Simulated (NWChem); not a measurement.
**MP2/def2-SVPD (core potential) run of SnH4 (SMILES [SnH4]), part 1 of 2**

Aim: the vertical singlet–triplet gap of SnH4 at MP2/def2-SVPD (core potential), from 2 runs. 

The results are computed with NWChem 7.3.0.

5 further runs of the same task are left out: 3 that didn't finish, 2 set aside as unsound or not needed. Runs told in other sessions of the task aren't counted.

## 1. The structure to begin with

SnH4: 5 atoms, total charge 0, spin state singlet. As SMILES, `[SnH4]`. The coordinates come from a PBE0-D4/def2-TZVP relaxation.

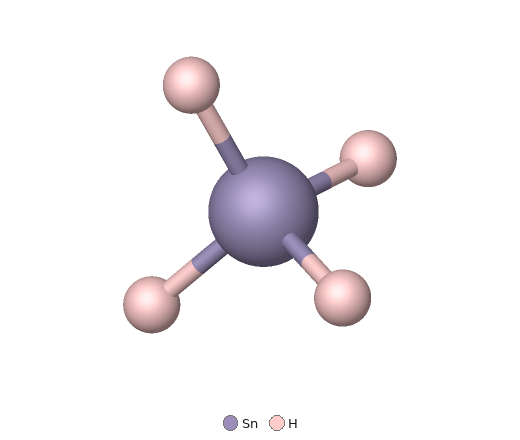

The structure, seen from a chosen angle (tin purple, hydrogen pink).

## 2. Energy and forces at MP2/def2-SVPD (core potential)

sp.nw

```
start sp
title "H4Sn gradient"
memory 2200 mb
charge 0

geometry noautosym nocenter noautoz
 Sn     0.000030     0.000010     0.000040
 H      0.823920    -0.853480     1.222940
 H     -1.563610     0.403420     0.543140
 H     -0.116810    -0.974610    -1.392490
 H      0.856470     1.424640    -0.373640
end

basis spherical bse
 * library def2-SVPD
end

ecp bse
 Sn library def2-SVPD
end

scf
 nopen 0
 rhf
 thresh 1e-08
 maxiter 80
end

mp2
 freeze core 4
 tight
end

task mp2 gradient
```

On the command line:

```console
$ nwchem sp.nw > sp.out
```

What it wrote:

```text
Northwest Computational Chemistry Package (NWChem) 7.3.0
             --------------------------------------------------------

           Job information
           ---------------

    nwchem branch   = 7.3.0
    use scalapack   = T
    input           = sp.nw
    prefix          = sp.
    data base       = ./sp.db
    status          = startup
    nproc           =        1

           Memory information
           ------------------

    heap     =     72089594 doubles =      550.0 Mbytes
    stack    =     72089599 doubles =      550.0 Mbytes
    global   =    144179200 doubles =     1100.0 Mbytes (distinct from heap & stack)
    total    =    288358393 doubles =     2200.0 Mbytes
    verify   = yes
    hardfail = no

           Directory information
           ---------------------

  0 permanent = .
  0 scratch   = .

                                NWChem Input Module
                                -------------------

                                   H4Sn gradient
                                   -------------

 Scaling coordinates for geometry "geometry" by  1.889725989
 (inverse scale =  0.529177249)

                             Geometry "geometry" -> ""
                             -------------------------

 Output coordinates in angstroms (scale by  1.889725989 to convert to a.u.)

  No.       Tag          Charge          X              Y              Z
 ---- ---------------- ---------- -------------- -------------- --------------
    1 Sn                  50.0000     0.00003000     0.00001000     0.00004000
    2 H                    1.0000     0.82392000    -0.85348000     1.22294000
    3 H                    1.0000    -1.56361000     0.40342000     0.54314000
    4 H                    1.0000    -0.11681000    -0.97461000    -1.39249000
    5 H                    1.0000     0.85647000     1.42464000    -0.37364000

      Atomic Mass
      -----------

      Sn               117.901800
      H                  1.007825

 Effective nuclear repulsion energy (a.u.)      63.2611167405

            Nuclear Dipole moment (a.u.)
            ----------------------------
        X                 Y               Z
 ---------------- ---------------- ----------------
     0.0027778972     0.0008881712     0.0036849657

            XYZ format geometry
            -------------------
     5
 geometry
 Sn                    0.00003000     0.00001000     0.00004000
 H                     0.82392000    -0.85348000     1.22294000
 H                    -1.56361000     0.40342000     0.54314000
 H                    -0.11681000    -0.97461000    -1.39249000
 H                     0.85647000     1.42464000    -0.37364000

 ==============================================================================
                                internuclear distances
 ------------------------------------------------------------------------------
       center one      |      center two      | atomic units |  angstroms
 ------------------------------------------------------------------------------
    2 H                |   1 Sn               |     3.21960  |     1.70374
    3 H                |   1 Sn               |     3.21957  |     1.70372
    4 H                |   1 Sn               |     3.21957  |     1.70372
    5 H                |   1 Sn               |     3.21958  |     1.70373
 ------------------------------------------------------------------------------
                         number of included internuclear distances:          4
 ==============================================================================

 ==============================================================================
                                 internuclear angles
 ------------------------------------------------------------------------------
        center 1       |       center 2       |       center 3       |  degrees
 ------------------------------------------------------------------------------
    2 H                |   1 Sn               |   3 H                |   109.49
    2 H                |   1 Sn               |   4 H                |   109.47
    2 H                |   1 Sn               |   5 H                |   109.46
    3 H                |   1 Sn               |   4 H                |   109.45
    3 H                |   1 Sn               |   5 H                |   109.47
    4 H                |   1 Sn               |   5 H                |   109.48
 ------------------------------------------------------------------------------
                            number of included internuclear angles:          6
 ==============================================================================

 Summary of "ao basis" -> "" (spherical)
 ------------------------------------------------------------------------------
       Tag                 Description            Shells   Functions and Types
 ---------------- ------------------------------  ------  ---------------------
 *                         def2-SVPD                  on all atoms

                 ECP       "ecp basis" -> "" (cartesian)
                -----
  [basis functions not shown]

                      Basis "ao basis" -> "ao basis" (spherical)
                      -----
  [basis functions not shown]

 Summary of "ao basis" -> "ao basis" (spherical)
 ------------------------------------------------------------------------------
       Tag                 Description            Shells   Functions and Types
 ---------------- ------------------------------  ------  ---------------------
 Sn                        def2-SVPD                12       32   5s4p3d
 H                         def2-SVPD                 4        8   2s2p

[... 43 lines left out ...]
         Quadratically convergent ROHF
[... 1 line left out ...]
 Convergence threshold     :          1.000E-08
[... 1 line left out ...]
 Final Fock-matrix accuracy:          1.000E-10
[... 9 lines left out ...]
       Final RHF  results
[... 2 lines left out ...]
         Total SCF energy =   -215.633361780144
      One-electron energy =   -434.931924834558
      Two-electron energy =    190.824591026795
 Nuclear repulsion energy =     28.473972027619
[... 3 lines left out ...]
             Final eigenvalues
[... 27 lines left out ...]
                       ROHF Final Molecular Orbital Analysis
[... 260 lines left out ...]
 center of mass
 --------------
 x =   0.00005435 y =   0.00001780 z =   0.00007231

 moments of inertia (a.u.)
 ------------------
          27.855810559153          -0.000053371175          -0.003566266778
          -0.000053371175          27.856768799519          -0.000687050889
          -0.003566266778          -0.000687050889          27.861883085191

  Mulliken analysis of the total density
  --------------------------------------

    Atom       Charge   Shell Charges
 -----------   ------   -------------------------------------------------------
    1 Sn  22    21.40   0.41  1.60  0.89  0.10  0.04  2.77  3.24  1.51  0.67  9.76  0.39  0.02
    2 H    1     1.15   0.69  0.45  0.01  0.01
    3 H    1     1.15   0.69  0.45  0.01  0.01
    4 H    1     1.15   0.69  0.45  0.01  0.01
    5 H    1     1.15   0.69  0.45  0.01  0.01

       Multipole analysis of the density wrt the origin
       ------------------------------------------------

     L   x y z        total         open         nuclear
     -   - - -        -----         ----         -------
     0   0 0 0     -0.000000      0.000000     26.000000

     1   1 0 0      0.000075      0.000000      0.001191
[... 8 lines of this table left out ...]
     2   0 0 2    -21.789949      0.000000     13.817228

                   NWChem MP2 Semi-direct Energy/Gradient Module
                   ---------------------------------------------

                                   H4Sn gradient

  Basis functions       =     64
  Molecular orbitals    =     64
  Frozen core           =      4
  Frozen virtuals       =      0
  Active alpha occupied =      9
  Active beta occupied  =      9
  Active alpha virtual  =     51
  Active beta virtual   =     51
  Use MO symmetry       = F
  Use skeleton AO sym   = F

  AO/Fock/Back tols     =   1.0D-11  1.0D-11  1.0D-11

 GA uses MA = F    GA memory limited = T

 Available:
  local mem=  1.26D+08
 global mem=  1.44D+08
 local disk=  0.00D+00
   1 passes of   9:        5242880                     136702                   4570651.
   1 passes of   9: M    126149509           G      144157204           F     120906629.

 Semi-direct pass number   1 of   1  for RHF alpha+beta  at        6.8s
 Done moints_semi at        8.2s
 Done maket at        8.2s
 Done pijab at        8.2s
 Done wijab at        8.2s
 Done lai at        8.3s
 Done nonsep at       12.2s
 Done multipass loop at       12.2s

          -------------------------------------------
          SCF energy                -215.633361780144
          Correlation energy          -0.139773568720
          Singlet pairs               -0.105378120863
          Triplet pairs               -0.034395447857
          Total MP2 energy          -215.773135348864
          -------------------------------------------

          ---------------------------------------------------
                    Spin Component Scaled (SCS) MP2
          Same spin pairs                     -0.022930298571
          Same spin scaling factor             0.333333333333
          Opposite spin pairs                 -0.116843270149
          Opposite spin scaling fact.          1.200000000000
          SCS-MP2 correlation energy          -0.147855357036
          Total SCS-MP2 energy              -215.781217137180
          ---------------------------------------------------

 Start laifock at       12.2s
 Done laifock at       12.7s
                                NWChem CPHF Module
                                ------------------

    scftype = RHF
    nclosed =   13
      nopen =    0
  variables =      663
  tolerance =   1.0D-06
  max. iter =  100

 SCF residual:    3.0075570918048415E-009

            ----- linear solve (tol: 1.0E-06 prod-acc: 2.3E-14) -----

               iter nbas    rnorm     rnorm-scal   ratio     time
               ---- ---- ----------- ----------- --------- -------
                  1    1  1.8122E-02  3.0157E-01    0.0000    13.5
                  2    2  2.1818E-03  3.6307E-02    0.1204    13.9
                  3    3  2.8974E-04  4.8216E-03    0.1328    14.3
                  4    4  3.5902E-05  5.9745E-04    0.1239    14.7
                  5    5  3.2331E-06  5.3803E-05    0.0901    15.1
                  6    6  2.4905E-07  4.1445E-06    0.0770    15.5
                  7    7  1.8410E-08  3.0636E-07    0.0739    15.9

 CPHF converged to   3.1D-07 in    7 iters

 Start make_tot_dens at       15.9s
 Done make_tot_dens at       15.9s
                Dipole Moments (a.u.)
                --------------
         Nuclear       SCF       SCF+MP2
       ----------- ----------- -----------
 X       0.001191    0.000075    0.000068
 Y       0.000359    0.000037    0.000034
 Z       0.001568    0.000107    0.000098

 MP2 RHF      natural orbital occupation numbers

              1
    1    2.0000
    2    2.0000
    3    2.0000
    4    2.0000
    5    1.9976
    6    1.9976
    7    1.9976
    8    1.9975
    9    1.9975
   10    1.9803
   11    1.9708
   12    1.9708
   13    1.9708
   14    0.0176
   15    0.0136
   16    0.0136
   17    0.0136
   18    0.0076
   19    0.0076
   20    0.0055
   21    0.0055
   22    0.0055
   23    0.0032
   24    0.0027
   25    0.0027
   26    0.0027
   27    0.0024
   28    0.0024
   29    0.0024
   30    0.0012
   31    0.0012
   32    0.0012
   33    0.0009
   34    0.0008
   35    0.0008
   36    0.0005
   37    0.0005
   38    0.0005
   39    0.0002
   40    0.0002
   41    0.0002
   42    0.0002
   43    0.0002
   44    0.0002
   45    0.0002
   46    0.0002
   47    0.0002
   48    0.0001
   49    0.0001
   50    0.0001
   51    0.0001
   52    0.0001
   53    0.0001
   54    0.0001
   55    0.0000
   56    0.0000
   57    0.0000
   58    0.0000
   59    0.0000
   60    0.0000
   61    0.0000
   62    0.0000
   63    0.0000
   64    0.0000

  MP2 natural orbitals output to ./sp.mp2nos

                         mp2 ENERGY GRADIENTS

    atom               coordinates                        gradient
                 x          y          z           x          y          z
   1 Sn      0.000057   0.000019   0.000076    0.000001   0.000003   0.000004
   2 H       1.556983  -1.612843   2.311022    0.000369  -0.000375   0.000531
   3 H      -2.954794   0.762353   1.026386   -0.000684   0.000176   0.000223
   4 H      -0.220739  -1.841746  -2.631425   -0.000060  -0.000428  -0.000601
   5 H       1.618494   2.692179  -0.706077    0.000374   0.000624  -0.000157

                 ----------------------------------------
                 |  Time  |  1-e(secs)   |  2-e(secs)   |
                 ----------------------------------------
                 |  CPU   |       0.03   |       1.45   |
                 ----------------------------------------
                 |  WALL  |       0.03   |       1.45   |
                 ----------------------------------------
 -----------------------
 Task  times  cpu:       17.9s     wall:       17.9s
 Total times  cpu:       17.9s     wall:       17.9s
```

Run time: 19 s. Hardware: 1 thread of Intel Xeon Platinum 8259CL at 2.50GHz (Skylake/Cascade Lake), shared host; peak memory 0.15 GiB.

(Continued in part 2 of 2.)
